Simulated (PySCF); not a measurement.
## Electronic structure of TaN (charge −1, doublet) in real space

```yaml
atoms:
  - { symbol: Ta, position_ang: [0.0000, 0.0000, -0.1221] }
  - { symbol: N, position_ang: [0.0000, 0.0000, 1.5779] }
```

Core potentials replace the inner electrons of Ta.

Method: PBE0/def2-TZVPPD, non-relativistic Hamiltonian with scalar-relativistic core potentials where named, at a bond length of 1.700 Å in PySCF.

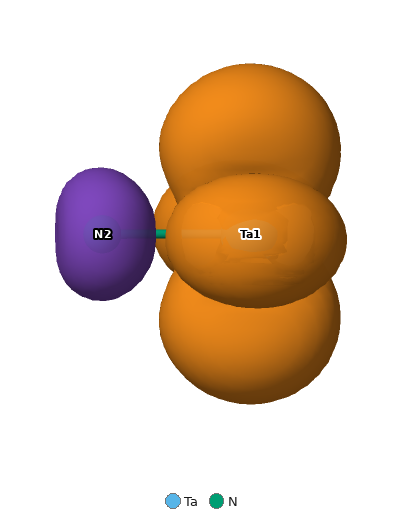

Figure 1. Isosurfaces of the spin density (α minus β) at +0.02 (orange) and −0.02 e/Å³ (purple), seen from one side.

Describe the spin distribution.

The unpaired spin (1 electron) lies mostly on Ta1 (about 1.1), in electrons by Hirshfeld's partition, with opposite, polarisation-induced spin on N2.

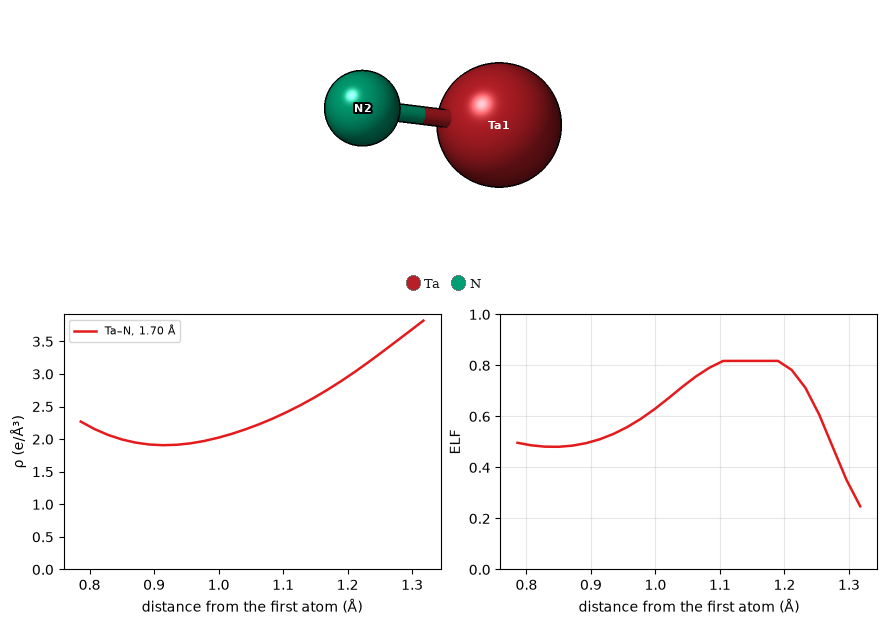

Figure 2. Electron density and electron localisation function along straight lines between neighbouring atoms. The curves leave out the atomic cores. The structure is drawn too.

What can be read from the curves?

Ta–N (1.70 Å): the density is about 2 e/Å³ at the midpoint; the ELF peaks at about 0.80 in the valence shell of N, 0.6 Å from its nucleus, and is about 0.50 at the midpoint.
